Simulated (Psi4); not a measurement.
# M06-L/aug-cc-pVDZ run of [SiCl3]+ (SMILES Cl[Si+](Cl)Cl)

Aim: the vertical singlet–triplet gap of [SiCl3]+ at M06-L/aug-cc-pVDZ, from 2 runs. 

The results are computed with Psi4 1.11.

## Step 1: The molecule

[SiCl3]+: 4 atoms, total charge +1, spin state singlet. As SMILES, `Cl[Si+](Cl)Cl`. The shape is that of a PBE0-D4/def2-TZVP optimisation.

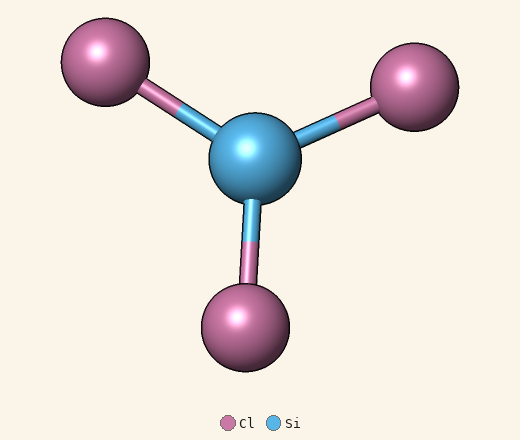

The structure, seen from a chosen angle (chlorine pink, silicon blue).

## Step 2: The energy at M06-L/aug-cc-pVDZ

The input, cl3si_ase.py:

```python
import numpy as np
from ase.calculators.psi4 import Psi4
from ase import Atoms

a = Atoms(['Cl', 'Si', 'Cl', 'Cl'], positions=[
    [-1.556000, -0.622300, 0.990900],
    [0.000000, -0.000100, -0.000100],
    [1.772000, -0.669600, 0.449500],
    [-0.216000, 1.292000, -1.440300],
])
calc = Psi4(atoms=a, method='m06-l', basis='aug-cc-pVDZ', memory='2200MB', num_threads=1, charge=1, multiplicity=1, label='cl3si')
calc.psi4.set_options({'puream': True, 'e_convergence': 1e-09, 'd_convergence': 1e-08, 'scf_type': 'pk', 'dft_radial_points': 99, 'dft_spherical_points': 590})
a.calc = calc

print(f'energy: {a.get_potential_energy():.6f} eV')
```

On the command line:

```console
$ python cl3si_ase.py
```

cl3si.dat:

```text
[...]
  Running in c1 symmetry.
[...]
  Nuclear repulsion =  330.127150927455659
[...]
  Multiplicity = 1
[...]
  Nalpha       = 32
  Nbeta        = 32
[...]
    Number of basis functions: 108
[...]
   @RKS iter   1: -1669.87841087123547    5.48726e-01   2.34920e-03 DIIS/ADIIS
[...]
   @RKS iter   9: -1669.90906064403453   -5.68434e-12   9.29427e-09 DIIS
[...]
    Orbital Energies [Eh]
    ---------------------
    Doubly Occupied:
       1A   -101.451661     2A   -101.451656     3A   -101.451649
       4A    -66.225281     5A     -9.673442     6A     -9.673435
       7A     -9.673428     8A     -7.379866     9A     -7.379863
      10A     -7.379856    11A     -7.372260    12A     -7.372255
      13A     -7.372248    14A     -7.370444    15A     -7.370440
      16A     -7.370434    17A     -5.620043    18A     -3.933088
      19A     -3.928073    20A     -3.928072    21A     -1.087478
      22A     -1.050389    23A     -1.050387    24A     -0.740492
      25A     -0.647677    26A     -0.647672    27A     -0.598785
      28A     -0.562548    29A     -0.562546    30A     -0.555349
      31A     -0.555347    32A     -0.530137
[...]
  @RKS Final Energy: -1669.90906064403453
   => Energetics <=
    Nuclear Repulsion Energy =            330.1271509274556593
    One-Electron Energy =               -2949.8656061707156368
    Two-Electron Energy =                1055.3486962111483081
    DFT Exchange-Correlation Energy =    -105.5193016119229270
    Empirical Dispersion Energy =           0.0000000000000000
    VV10 Nonlocal Energy =                  0.0000000000000000
    Total Energy =                      -1669.9090606440345255
[...]
 Multipole Moments:
 ------------------------------------------------------------------------------------
     Multipole            Electronic (a.u.)      Nuclear  (a.u.)        Total (a.u.)
 ------------------------------------------------------------------------------------
 L = 1.  Multiply by 2.5417464519 to convert [e a0] to [Debye]
 Dipole X            :         -0.0000271            0.0000000           -0.0000271
 Dipole Y            :         -0.0000184           -0.0000794           -0.0000978
 Dipole Z            :         -0.0001333           -0.0000794           -0.0002127
 Magnitude           :                                                    0.0002357
[...]
```

Standard output:

```text
energy: -45440.540075 eV
```

Run time: 26 s. Hardware: 1 thread of Intel Xeon 6975P-C (Granite Rapids), shared host; peak memory 1.1 GiB.

## Step 3: The triplet: energy and forces at UM06-L/aug-cc-pVDZ

The input, cl3si.json:

```json
{
  "schema_name": "qcschema_input",
  "schema_version": 1,
  "molecule": {
    "schema_name": "qcschema_molecule",
    "schema_version": 2,
    "symbols": ["Cl", "Si", "Cl", "Cl"],
    "geometry": [-2.94041385, -1.17597657, 1.87252962, 0.0, -0.00018897, -0.00018897, 3.34859469, -1.26536061, 0.84943189, -0.40818084, 2.44152615, -2.72177254],
    "molecular_charge": 1,
    "molecular_multiplicity": 3,
    "fix_symmetry": "c1"
  },
  "driver": "gradient",
  "model": {
    "method": "m06-l",
    "basis": "aug-cc-pVDZ"
  },
  "keywords": {
    "reference": "uks",
    "puream": true,
    "e_convergence": 1e-09,
    "d_convergence": 1e-08,
    "scf_type": "pk",
    "dft_radial_points": 99,
    "dft_spherical_points": 590,
    "maxiter": 100,
    "scf_properties": ["MAYER_INDICES", "LOWDIN_CHARGES", "WIBERG_LOWDIN_INDICES"]
  }
}
```

On the command line:

```console
$ psi4 --qcschema cl3si.json -n 1 --memory 2200MB
```

stdout (excerpt; [...] marks lines left out):

```text
[...]
  Running in c1 symmetry.
[...]
  Nuclear repulsion =  330.127151137488966
[...]
  Multiplicity = 3
[...]
  Nalpha       = 33
  Nbeta        = 31
[...]
    Number of basis functions: 108
[...]
   @UKS iter   1: -1669.68208420846531    7.45052e-01   2.13099e-03 DIIS/ADIIS
[...]
   @UKS iter  13: -1669.71127283370265   -8.20819e-11   3.41225e-09 DIIS
[...]
   @S^2 Observed:                2.005304759E+00
[...]
  @UKS Final Energy: -1669.71127283370265
   => Energetics <=
    Nuclear Repulsion Energy =            330.1271511374889656
    One-Electron Energy =               -2949.5925911935937620
    Two-Electron Energy =                1055.2369251938757770
    DFT Exchange-Correlation Energy =    -105.4827579714735180
    Empirical Dispersion Energy =           0.0000000000000000
    VV10 Nonlocal Energy =                  0.0000000000000000
    Total Energy =                      -1669.7112728337026510
[...]
 Multipole Moments:
 ------------------------------------------------------------------------------------
     Multipole            Electronic (a.u.)      Nuclear  (a.u.)        Total (a.u.)
 ------------------------------------------------------------------------------------
 L = 1.  Multiply by 2.5417464519 to convert [e a0] to [Debye]
 Dipole X            :         -0.0000240            0.0000000           -0.0000240
 Dipole Y            :          0.0004379           -0.0000794            0.0003585
 Dipole Z            :          0.0003362           -0.0000794            0.0002568
 Magnitude           :                                                    0.0004416
[...]
  -Total Gradient:
     Atom            X                  Y                   Z
    ------   -----------------  -----------------  -----------------
       1        0.038254296989     0.015281484609    -0.024399325239
       2        0.000010150222     0.000100205287     0.000064877333
       3       -0.043523018653     0.016441312584    -0.011092984342
       4        0.005266388735    -0.031790635258     0.035389531269
[...]
```

The result, in JSON:

```text
{
 "driver": "gradient",
 "model": {
  "method": "m06-l",
  "basis": "aug-cc-pVDZ"
 },
 "success": true,
 "return_result": [0.038254296989021525, 0.015281484609027562, -0.024399325238733865, 1.015022152930618e-05, 0.00010020528729310796, 6.487733258266117e-05, -0.04352301865337771, 0.016441312583505535, -0.011092984342133502, 0.0052663887351332775, -0.03179063525805212, 0.03538953126882363],
 "properties": {
  "calcinfo_nbasis": 108,
  "calcinfo_nmo": 108,
  "calcinfo_nalpha": 33,
  "calcinfo_nbeta": 31,
  "calcinfo_natom": 4,
  "nuclear_repulsion_energy": 330.12715113748897,
  "return_energy": -1669.7112728337027,
  "return_gradient": [0.038254296989021525, 0.015281484609027562, -0.024399325238733865, 1.015022152930618e-05, 0.00010020528729310796, 6.487733258266117e-05, -0.04352301865337771, 0.016441312583505535, -0.011092984342133502, 0.0052663887351332775, -0.03179063525805212, 0.03538953126882363],
  "scf_one_electron_energy": -2949.5925911935938,
  "scf_two_electron_energy": 1055.2369251938758,
  "scf_xc_energy": -105.48275797147352,
  "scf_dipole_moment": [-2.403733132716468e-05, 0.0003585193777408957, 0.00025677157416259533],
  "scf_total_energy": -1669.7112728337027,
  "scf_total_gradient": [0.038254296989021525, 0.015281484609027562, -0.024399325238733865, 1.015022152930618e-05, 0.00010020528729310796, 6.487733258266117e-05, -0.04352301865337771, 0.016441312583505535, -0.011092984342133502, 0.0052663887351332775, -0.03179063525805212, 0.03538953126882363],
  "scf_iterations": 13
 }
}
```

Wall time 83 s (1 thread of Intel Xeon 6975P-C (Granite Rapids), shared host); peak memory 1.1 GiB.

## Step 4: Results

At M06-L/aug-cc-pVDZ:

```
                                        quantity           value
                           singlet: total energy  -1669.90906 Eh
                            singlet: HOMO energy       -14.43 eV
                            singlet: LUMO energy        -8.96 eV
                          singlet: HOMO–LUMO gap         5.47 eV
                           triplet: total energy  -1669.71127 Eh
     triplet: HOMO energy (highest over α and β)        -9.20 eV
                                   triplet: ⟨S²⟩           2.005
               triplet: largest force on an atom      2.462 eV/Å
vertical energy of the triplet above the singlet        5.382 eV
```

At this shape the triplet lies 5.38 eV (519 kJ/mol) above the singlet.
